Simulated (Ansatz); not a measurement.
# Calculations on SiCl$_{4}$F

### Relaxation

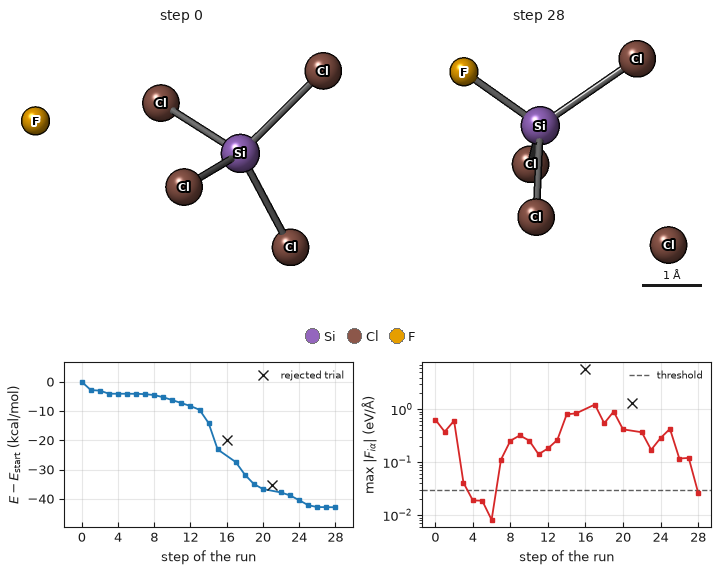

First and last geometry of a relaxation of SiCl$_{4}$F (multiplicity 2), with the history of the run. A ball-and-stick model, seen from a free direction.

The run prepares an end point of a later path (reaction) calculation, from a guessed geometry.

The calculation used UKS PBE-D4/def2-SVP in Ansatz 0.2.0. Settings: collinear spin; force threshold 0.03 eV/Å; at most 50 steps.

> Did the run converge, and what did it change?

It converged. The energy falls by 42.9 kcal/mol in 26 accepted moves (28 points after the start). Largest force component: 0.64 eV/Å at the start, 0.027 eV/Å at the end. The line search rejected the trial steps at points 16, 21 of the run. The forces were under the threshold at step 4, but the run went on from there. The atom that moves furthest after the best rigid fit is the F atom (1.52 Å). By element the largest moves are F 1.52 Å, Si 1.13 Å, Cl 1.11 Å. Among the contacts that change: F–Si 3.558 → 1.618 Å, Cl–Si 2.046 → 3.411 Å, Cl–Cl 3.350 → 2.760 Å, Cl–Si 2.113 → 2.081 Å. New bonds form, among them: F–Si (3.56 → 1.62 Å). Bonds break, among them: Cl–Si (2.05 → 3.41 Å). Among the angles between lasting bonds that change: Cl–Si–Cl 107.3° → 110.7°, Cl–Si–Cl 110.7° → 112.9°.

```csv
step,"E − E(0), kcal/mol","largest force component, eV/Å",note
0,0.00,0.6401,
1,-2.83,0.3773,
2,-3.01,0.6081,
3,-4.07,0.0410,
4,-4.08,0.0190,
5,-4.08,0.0187,
6,-4.10,0.0082,
7,-4.22,0.1123,
8,-4.53,0.2548,
9,-5.27,0.3211,
10,-6.26,0.2570,
11,-7.27,0.1415,
12,-8.28,0.1823,
13,-9.56,0.2640,
14,-14.08,0.8048,
15,-23.10,0.8392,
16,-19.72,5.7237,rejected
17,-27.43,1.2333,
18,-31.72,0.5445,
19,-34.94,0.9082,
20,-36.65,0.4186,
21,-35.39,1.3038,rejected
22,-37.82,0.3688,
23,-38.83,0.1717,
24,-40.47,0.2869,
25,-42.17,0.4273,
26,-42.82,0.1174,
27,-42.84,0.1207,
28,-42.88,0.0267,
```

Limits of the set-up: the start holds two separate molecules, 2.7 Å apart at their closest, whose relative position is a soft coordinate.

### Relaxation

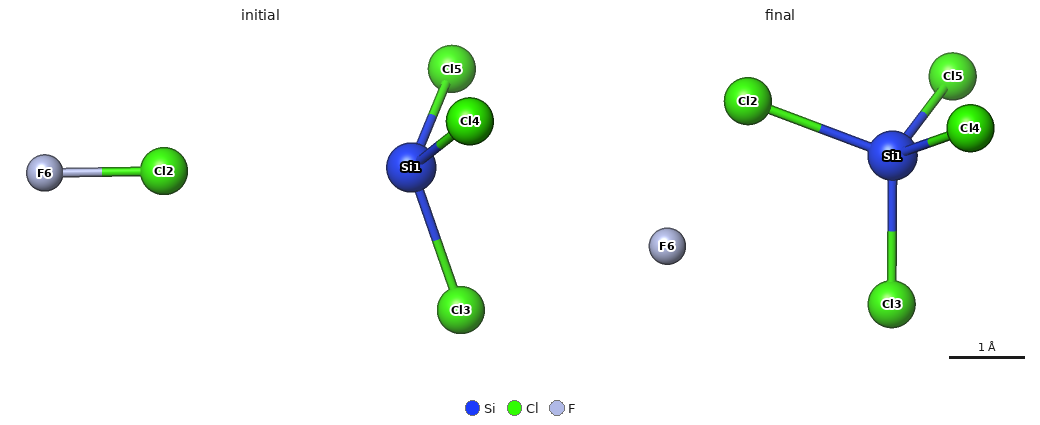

The structure of SiCl4F (multiplicity 2) before (left) and after (right) a relaxation, at one scale.

Style: ball-and-stick. Shown at a tilt.

The run prepares an end point of a later path (reaction) calculation, from a guessed geometry.

The calculation used Ansatz 0.2.0, UKS PBE-D4/def2-SVP. Settings: collinear spin; force threshold 0.03 eV/Å; at most 50 steps.

Question: Summarise the run.

Answer: The largest move after the best rigid fit is that of F6, 1.72 Å. By element the largest moves are F 1.72 Å, Cl 1.28 Å, Si 0.55 Å. Some distances before and after: Si1–Cl2 3.319 → 2.090 Å, Cl2–F6 1.600 → 2.246 Å, Si1–Cl3 2.071 → 2.033 Å, Si1–Cl4 2.071 → 2.047 Å. New bonds form, among them: Si1–Cl2 (3.32 → 2.09 Å). Bonds break, among them: Cl2–F6 (1.60 → 2.25 Å). The energy falls by 2.094 eV in 16 accepted moves (18 points after the start). The largest force component goes from 3.2 to 0.0089 eV/Å. The line search rejected the trial steps at points 15, 17 of the run.

Limits of the set-up: the start holds two separate molecules, 3.3 Å apart at their closest, whose relative position is a soft coordinate.

### Path

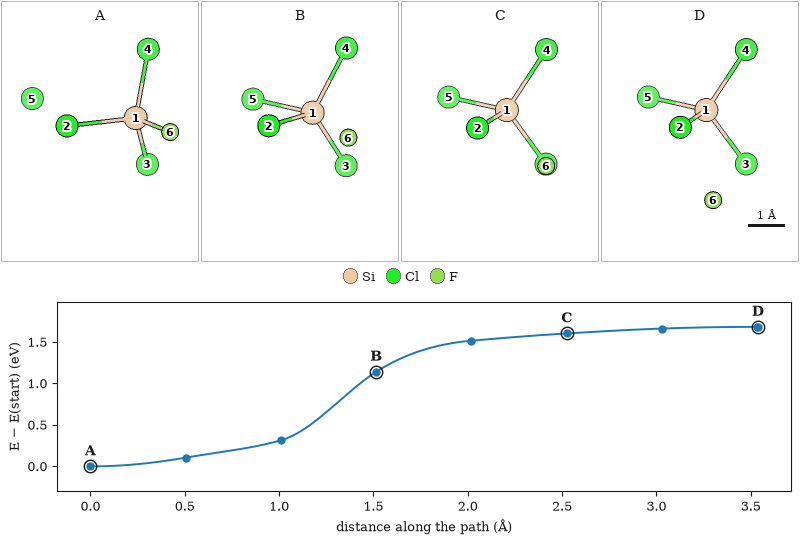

A nudged-elastic-band calculation for SiCl4F (multiplicity 2), made up at the start of SiCl₃F and Cl. Images are numbered from 0 (start) to 8 (end). Frames A to D are images 0, 3, 5, 8. Style: ball-and-stick. Shown at a tilt.

Theory: UKS PBE-D4/def2-SVP in Ansatz 0.2.0. Run with 7 movable images; climbing image; force threshold 0.03 eV/Å; iteration limit 60; starting path through a guess of the saddle point.

**Describe the mechanism and the energy profile.**

No barrier shows: the energy is highest at the end, and the end lies 1.68 eV above the start. Breaking: Si1–F6 (1.62 → 3.25 Å). Forming: Si1–Cl5 (3.41 → 2.05 Å). The band converged in 24 iterations. The largest component of the band force went from 8.9 to 0.0078 eV/Å.

Limits of the set-up: the start holds two separate molecules, 2.8 Å apart at their closest, whose relative position is a soft coordinate.

Cost: 4.1 min on 4 threads of Intel(R) Xeon(R) Platinum 8375C CPU @ 2.90GHz (Ice Lake), with other jobs on the host, peak memory 0.26 GiB.
